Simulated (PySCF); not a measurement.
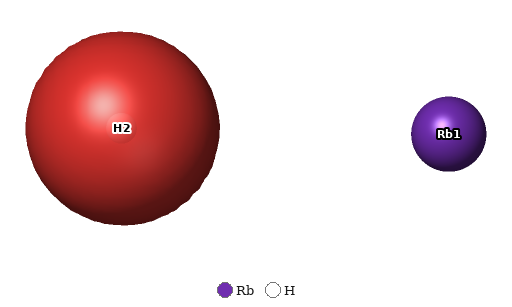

The picture shows: RbH (charge +1, doublet). Isosurfaces of the spin density (α minus β) at +0.04 (red) and −0.04 e/Å³ (blue), seen from one side.

Core potentials replace the inner electrons of Rb.

Level of theory: PBE0/def2-SVP, non-relativistic Hamiltonian with scalar-relativistic core potentials where named, at a bond length of 3.568 Å in PySCF.

### Describe the spin distribution.

The unpaired spin (1 electron) lies mostly on H2 (about 0.9), in electrons by Hirshfeld's partition. Only one sign reaches the isovalue.
